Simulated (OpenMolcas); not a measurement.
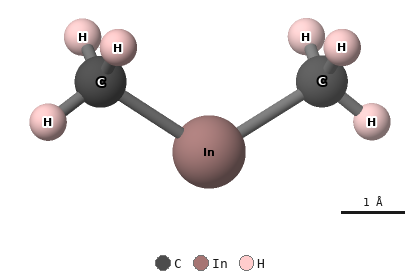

The input geometry (ball-and-stick view, seen at a tilt). Sticks mark near contacts. Bond lengths as drawn: C–H 1.09 Å and C–In 2.20 Å.

**Single-point calculation, with input and output: C2H6In (part 1 of 3)**

C2H6In, multiplicity 4, computed with HF/3-21G, UHF (OpenMolcas 26.06).

The geometry is that of the parent species in another charge or spin state. The geometry comes from this level: PBE0-D4/def2-TZVP.

Log:
```
--- Start Module: gateway ---

                                              &GATEWAY

                       available to each process: 1.9 GB of memory, 1 thread

 Basis Set     1 Label: C.3-21G
 Basis set is read from library:.
 basistype.tbl is not found

 Basis Set     2 Label: IN.3-21G
 Basis set is read from library:.
 basistype.tbl is not found

 Basis Set     3 Label: C.3-21G
 Basis set is read from library:.
 basistype.tbl is not found

 Basis Set     4 Label: H.3-21G
 Basis set is read from library:.
 basistype.tbl is not found

++    Symmetry information:
      ---------------------

                    Character Table for C1

                             E
                    a        1  x, y, xy, Rz, z, xz, Ry, yz, Rx, I
--

++    Basis set information:
      ----------------------

      Basis set label: C.3-21G.........

      Electronic valence basis set:
      ------------------
      Associated Effective Charge   6.000000 au
      Associated Actual Charge      6.000000 au
      Nuclear Model: Point charge

      Shell  nPrim  nBasis  Cartesian Spherical Contaminant
         s       6       3        X
         p       3       2        X

      Basis set label: IN.3-21G.........

      Electronic valence basis set:
      ------------------
      Associated Effective Charge  49.000000 au
      Associated Actual Charge     49.000000 au
      Nuclear Model: Point charge

      Shell  nPrim  nBasis  Cartesian Spherical Contaminant
         s      15       6        X
         p      12       5        X
         d       6       2                 X

      Basis set label: C.3-21G.........

      Electronic valence basis set:
      ------------------
      Associated Effective Charge   6.000000 au
      Associated Actual Charge      6.000000 au
      Nuclear Model: Point charge

      Shell  nPrim  nBasis  Cartesian Spherical Contaminant
         s       6       3        X
         p       3       2        X

      Basis set label: H.3-21G.........

      Electronic valence basis set:
      ------------------
      Associated Effective Charge   1.000000 au
      Associated Actual Charge      1.000000 au
      Nuclear Model: Point charge

      Shell  nPrim  nBasis  Cartesian Spherical Contaminant
         s       3       2        X
--

++    Molecular structure info:
      -------------------------

                    ************************************************
                    **** Cartesian Coordinates / bohr, angstrom ****
                    ************************************************

     Center  Label                x              y              z                     x              y              z
        1      C1               0.862263       3.431497       0.346557              0.456290       1.815870       0.183390
        2      IN2              0.524512       0.095053      -2.104191              0.277560       0.050300      -1.113490
        3      C3              -0.851265      -3.429532      -0.390512             -0.450470      -1.814830      -0.206650
        4      H4              -0.995942       3.847690       1.147404             -0.527030       2.036110       0.607180
        5      H5               1.553204       5.076749      -0.677542              0.821920       2.686500      -0.358540
        6      H6               2.161582       2.983519       1.888800              1.143860       1.578810       0.999510
        7      H7              -2.731013      -3.086584       0.394650             -1.445190      -1.633350       0.208840
        8      H8              -0.946602      -4.966994      -1.754384             -0.500920      -2.628420      -0.928380
        9      H9               0.423223      -3.951417       1.149199              0.223960      -2.091000       0.608130

                    ***************************************
                    *    InterNuclear Distances / bohr    *
                    ***************************************

               1 C1            2 IN2           3 C3            4 H4            5 H5            6 H6
    1 C1       0.000000
    2 IN2      4.153565        0.000000
    3 C3       7.110075        4.153572        0.000000
    4 H4       2.065793        5.192970        7.439360        0.000000
    5 H5       2.057434        5.283070        8.844245        3.367367        0.000000
    6 H6       2.065776        5.192996        7.443099        3.356549        3.367173        0.000000
    7 H7       7.443073        5.192829        2.065804        7.187578        9.281386        7.938269
    8 H8       8.844241        5.283073        2.057432        9.280165       10.406027        9.281392
    9 H9       7.439383        5.193143        2.065767        7.927176        9.280174        7.187645

               7 H7            8 H8            9 H9
    7 H7       0.000000
    8 H8       3.367256        0.000000
    9 H9       3.356559        3.367285        0.000000

                    *******************************************
                    *    InterNuclear Distances / angstrom    *
                    *******************************************

               1 C1            2 IN2           3 C3            4 H4            5 H5            6 H6
    1 C1       0.000000
    2 IN2      2.197972        0.000000
    3 C3       3.762490        2.197976        0.000000
    4 H4       1.093171        2.748001        3.936740        0.000000
    5 H5       1.088747        2.795680        4.680173        1.781934        0.000000
    6 H6       1.093161        2.748015        3.938718        1.776209        1.781831        0.000000
    7 H7       3.938704        2.747927        1.093176        3.803502        4.911498        4.200751
    8 H8       4.680171        2.795682        1.088746        4.910852        5.506632        4.911501
    9 H9       3.936752        2.748093        1.093157        4.194881        4.910857        3.803538

               7 H7            8 H8            9 H9
    7 H7       0.000000
    8 H8       1.781875        0.000000
    9 H9       1.776214        1.781891        0.000000

                    **************************************
                    *    Valence Bond Angles / degree    *
                    **************************************
                          Atom centers                 Phi
                      4 H4       1 C1       5 H5       109.51
                      4 H4       1 C1       6 H6       108.67
                      5 H5       1 C1       6 H6       109.50
                      7 H7       3 C3       8 H8       109.50
                      7 H7       3 C3       9 H9       108.67
                      8 H8       3 C3       9 H9       109.51
--

            Nuclear Potential Energy            227.79499986 au

--- Stop Module: gateway /rc=_RC_ALL_IS_WELL_ ---

--- Start Module: seward ---

                                              &SEWARD

                       available to each process: 1.9 GB of memory, 1 thread

               SEWARD will generate:
                  Multipole Moment integrals up to order  2
                  Kinetic Energy integrals
                  Nuclear Attraction integrals (point charge)
                  One-Electron Hamiltonian integrals
                  Velocity integrals
                  Orbital angular momentum around (  0.4130   0.0748  -1.6567 )
                  Velocity quadrupole around (  0.4130   0.0748  -1.6567 )
                  Two-Electron Repulsion integrals

                   Integrals are discarded if absolute value <: 1.00E-14
                   Integral cutoff threshold is set to       <: 1.00E-16

            Nuclear Potential Energy            227.79499986 au

      Basis set specifications :
      Symmetry species         a
      Basis functions           61

--- Stop Module: seward /rc=_RC_ALL_IS_WELL_ ---
--- Module seward spent 1 second ---

--- Start Module: scf ---

                                                &SCF

                       available to each process: 1.9 GB of memory, 1 thread

++    Input section:
      --------------

      Header of the integral files:

      Cartesian coordinates in angstrom:
      -----------------------------------------------------
      No.  Label        X            Y            Z
      -----------------------------------------------------
       1   C1         0.45629000   1.81587000   0.18339000
       2   IN2        0.27756000   0.05030000  -1.11349000
       3   C3        -0.45047000  -1.81483000  -0.20665000
       4   H4        -0.52703000   2.03611000   0.60718000
       5   H5         0.82192000   2.68650000  -0.35854000
       6   H6         1.14386000   1.57881000   0.99951000
       7   H7        -1.44519000  -1.63335000   0.20884000
       8   H8        -0.50092000  -2.62842000  -0.92838000
       9   H9         0.22396000  -2.09100000   0.60813000
      -----------------------------------------------------
      Nuclear repulsion energy =  227.79499986
--

++    Orbital specifications:
      -----------------------

      Symmetry species               1
                                     a
      Frozen orbitals                0
      Start temperature = 0.500
      End temperature   = 0.010
      Temperature Factor= 0.460
      Deleted orbitals               0
      Total number of orbitals      61
      Number of basis functions     61
--

      Molecular charge                           0.000

++    Optimization specifications:
      ----------------------------

      SCF Algorithm: Conventional USCF
      D(i)-D(i-1) density differences are used
      Number of density matrices in core                 5
      Maximum number of NDDO SCF iterations            400
      Maximum number of HF SCF iterations              400
      Threshold for SCF energy change             1.00E-10
      Threshold for density matrix                1.00E-07
      Threshold for Fock matrix                   1.00E-07
      Threshold for linear dependence             1.00E-09
      Threshold at which DIIS is turned on        1.50E-01
      Maximum depth in the DIIS procedure                5
      Maximum depth in the BFGS Hessian update          30
      Threshold at which QNR/C2DIIS is turned on  7.50E-02
      Threshold for Norm(delta) (QNR/C2DIIS)      1.00E-05
      All orbitals punched on: UHFORB
--

      Input vectors read from INPORB
      Orbital file label: *Guess orbitals

++ Convergence information
                               UHF SCF        iterations: Energy and convergence statistics

Iter     Tot. SCF        One-elec.       Two-elec.     Energy      Max Dij or  Max Fij      DNorm      TNorm      AccCon     Time
         Energy          Energy          Energy        Change      Delta Norm                                                in Sec.

 The total and one-electron energies are shifted by a value of      5000. a.u.

   1  -784.660834316 -3379.768858352  2367.313024173   0.00E+00    2.78E-01*   1.91E+01*    1.62E+01   5.52E+02   None         0.
   2  -788.479414030 -3475.033283846  2458.758869953  -3.82E+00*   5.89E-01*   5.68E-01*    7.92E+00   5.63E+02   EDIIS        0.
   3  -789.829885202 -3408.287444943  2390.662559877  -1.35E+00*   3.19E-01*   5.59E-01*    8.06E+00   5.55E+02   EDIIS        0.
   4  -792.993610792 -3459.702733464  2438.914122808  -3.16E+00*   3.09E-01*   1.05E-01*    6.34E+00   5.60E+02   EDIIS        0.
   5  -793.340900090 -3452.479024123  2431.343124169  -3.47E-01*   9.65E-02*   8.20E-02*    1.81E+00   5.59E+02   EDIIS        0.
   6  -793.368459444 -3452.961423702  2431.797964395  -2.76E-02*   3.04E-02*   1.92E-02*    4.74E-01   5.60E+02   EDIIS        0.
   7  -793.371257206 -3453.342965417  2432.176708348  -2.80E-03*   2.04E-02*   9.82E-03*    1.56E-01   5.60E+02   EDIIS        0.

       Fermi aufbau procedure completed!
      nOcc(alpha)=   35
      nOcc(beta) =   32

   8  -793.371908097 -3453.161329541  2431.994421580  -6.51E-04*   8.37E-03*   3.10E-03*    7.70E-02   5.60E+02   c2DIIS       0.
   9  -793.372088440 -3453.229031809  2432.061943506  -1.80E-04*   1.48E-02*   1.94E-03*    3.81E-02   5.60E+02   QNRc2DIIS    0.
  10  -793.372162214 -3453.211962825  2432.044800747  -7.38E-05*   2.88E-02*   9.70E-04*    2.37E-02   5.60E+02   QNRc2DIIS    0.
  11  -793.372218791 -3453.218563068  2432.051344414  -5.66E-05*   2.87E-03*   2.75E-04*    4.64E-02   5.60E+02   QNRc2DIIS    0.
  12  -793.372220649 -3453.212207383  2432.044986870  -1.86E-06*   2.30E-03*   1.39E-04*    4.33E-03   5.60E+02   QNRc2DIIS    0.
  13  -793.372221166 -3453.213494669  2432.046273640  -5.17E-07*   4.16E-04*   2.36E-05*    3.72E-03   5.60E+02   QNRc2DIIS    0.
  14  -793.372221182 -3453.213758089  2432.046537044  -1.61E-08*   6.66E-05*   4.78E-06*    8.11E-04   5.60E+02   QNRc2DIIS    0.
  15  -793.372221183 -3453.213758095  2432.046537049  -5.56E-10*   3.34E-05*   1.91E-06*    1.23E-04   5.60E+02   QNRc2DIIS    0.
  16  -793.372221183 -3453.213733561  2432.046512515  -1.31E-10*   9.76E-06    5.47E-07*    7.46E-05   5.60E+02   QNRc2DIIS    0.
  17  -793.372221183 -3453.213731048  2432.046510002  -1.09E-11    3.09E-06    1.40E-07*    1.97E-05   5.60E+02   QNRc2DIIS    0.
  18  -793.372221183 -3453.213732754  2432.046511708   0.00E+00    8.24E-07    8.15E-08     5.48E-06   5.60E+02   QNRc2DIIS    0.

       Convergence after  18 Iterations
--

 *****************************************************************************************************************************
 *                                             SCF/KS-DFT Program, Final results                                             *
 *                                                       Final Results                                                       *
 *****************************************************************************************************************************

::    Total SCF energy                              -5793.3722211828
      One-electron energy                           -8453.2137327541
      Two-electron energy                            2432.0465117082
      Nuclear repulsion energy                        227.7949998632
      Kinetic energy (interpolated)                  5805.8562331682
      Virial theorem                                    0.9978497552
      Total spin, S(S+1)                                3.8018205457
      Total spin, S                                     1.5129134471
      Max non-diagonal density matrix element           0.0000003207
      Max non-diagonal Fock matrix element              0.0000000137

      All orbitals with orbital energies smaller than  E(LUMO)+0.5 are printed

++    Molecular orbitals:
      -------------------

      Title: UHF orbitals (alpha)

      Molecular orbitals for symmetry species 1: a

      Basis set list:
        1 C1     1s                 14 IN2    1s                 27 IN2    2pz                40 IN2    3d2+               53 H5     1s
        2 C1     1s                 15 IN2    1s                 28 IN2    2pz                41 C3     1s                 54 H6     1s
        3 C1     1s                 16 IN2    2px                29 IN2    2pz                42 C3     1s                 55 H6     1s
        4 C1     2px                17 IN2    2px                30 IN2    2pz                43 C3     1s                 56 H7     1s
        5 C1     2px                18 IN2    2px                31 IN2    3d2-               44 C3     2px                57 H7     1s
        6 C1     2py                19 IN2    2px                32 IN2    3d2-               45 C3     2px                58 H8     1s
        7 C1     2py                20 IN2    2px                33 IN2    3d1-               46 C3     2py                59 H8     1s
        8 C1     2pz                21 IN2    2py                34 IN2    3d1-               47 C3     2py                60 H9     1s
        9 C1     2pz                22 IN2    2py                35 IN2    3d0                48 C3     2pz                61 H9     1s
       10 IN2    1s                 23 IN2    2py                36 IN2    3d0                49 C3     2pz
       11 IN2    1s                 24 IN2    2py                37 IN2    3d1+               50 H4     1s
       12 IN2    1s                 25 IN2    2py                38 IN2    3d1+               51 H4     1s
       13 IN2    1s                 26 IN2    2pz                39 IN2    3d2+               52 H5     1s

  Index Energy  Occupation Coefficients ...

    1 -991.6641    1.0000         10 IN2    1s     ( 0.982),

    2 -148.6342    1.0000         11 IN2    1s     ( 1.018),

    3 -138.0653    1.0000         16 IN2    2px    ( 0.919),

    4 -138.0652    1.0000         21 IN2    2py    ( 0.944),

    5 -138.0650    1.0000         26 IN2    2pz    ( 0.948),

    6  -29.5172    1.0000         12 IN2    1s     ( 1.084),

    7  -25.0565    1.0000         17 IN2    2px    ( 1.001),
```
